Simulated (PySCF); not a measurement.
**C₄H₁₁NSi (SMILES C=CCCN[SiH3]): density, localisation and related maps**

Input

```
{"job": {"kind": "nmr", "xc": "PBE0", "basis": "pcSseg-1"}, "charge": 0, "multiplicity": 1}
C      2.004818    -0.118136    -1.201270
C      1.837471    -0.143901     0.107917
C      0.735847    -0.872636     0.805748
C     -0.268884     0.121494     1.417533
N     -0.945763     0.925230     0.432732
Si    -2.289656     0.357450    -0.476503
H      2.799869     0.439837    -1.666601
H      1.355178    -0.665458    -1.864645
H      2.500347     0.420234     0.753076
H      1.148358    -1.489489     1.607699
H      0.204528    -1.516558     0.103051
H     -1.027634    -0.432165     1.974250
H      0.257010     0.781611     2.117874
H     -0.293700     1.529571    -0.047086
H     -2.030736    -0.746796    -1.418116
H     -3.259621    -0.110139     0.514183
H     -2.734430     1.531882    -1.221367
```

Launched as:

```sh
OMP_NUM_THREADS=1 python probes_run.py task.json out
```

Geometry: GFN2-xTB.

The calculation used PBE0/pcSseg-1, SCF density, gas phase, non-relativistic (PySCF 2.14.0).

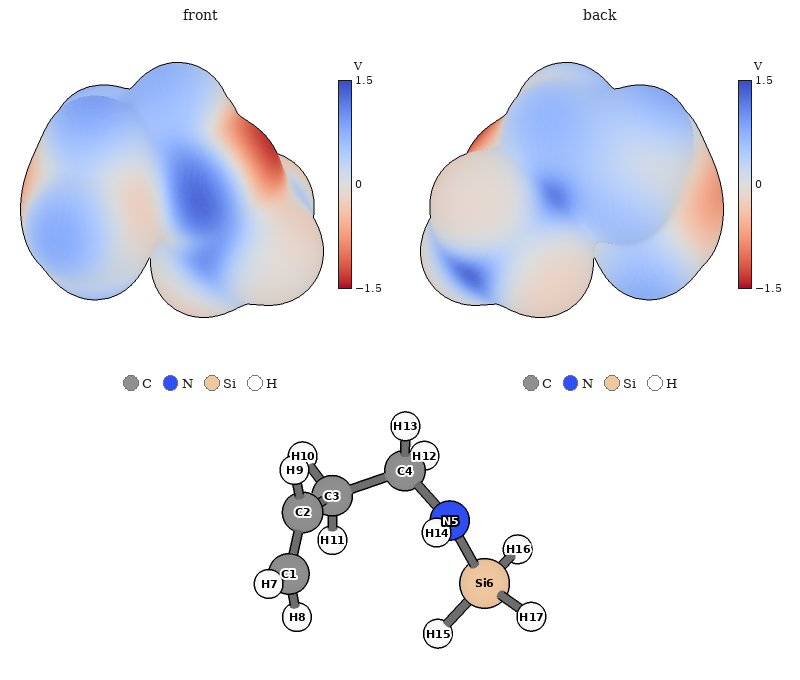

Figure 1. The electrostatic potential painted on the density surface at 0.002 e/bohr³, seen from the front and from behind; red is negative and blue positive. The bare structure is drawn below in the same view.

Q: Describe the electrostatic potential map.

A: The most negative region (about −1.3 V, or −30 kcal/mol for a unit charge) lies over N5, the most positive (about +1.2 V, or +28 kcal/mol for a unit charge) over Si6 and H14. N5 is the likeliest acceptor of a hydrogen bond.

Q: What dipole moment does the calculation give?

A: Its dipole moment is 0.97 D.

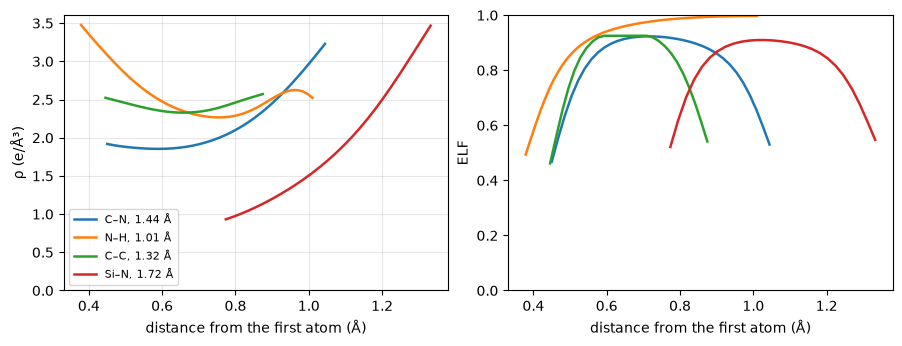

Figure 2. Total electron density and ELF along straight lines between neighbouring atoms. The curves leave out the atomic cores.

Q: Compare the contacts.

A: C–N (1.44 Å): ρ at the midpoint is about 1.9 e/Å³; the ELF peaks at about 0.90 between the atoms (a shared electron pair).
N–H (1.01 Å): ρ at the midpoint is about 2.8 e/Å³; the ELF climbs to about 1 towards the hydrogen, as it does in any bond to H (a covalent bond by its length).
C–C (1.32 Å): the density is about 2.3 e/Å³ at the midpoint; the ELF peaks at about 0.95 between the atoms: a short, multiple covalent bond.
Si–N (1.72 Å): ρ is about 1.1 e/Å³ halfway; the ELF peaks at about 0.90 between the atoms (a polar covalent bond).
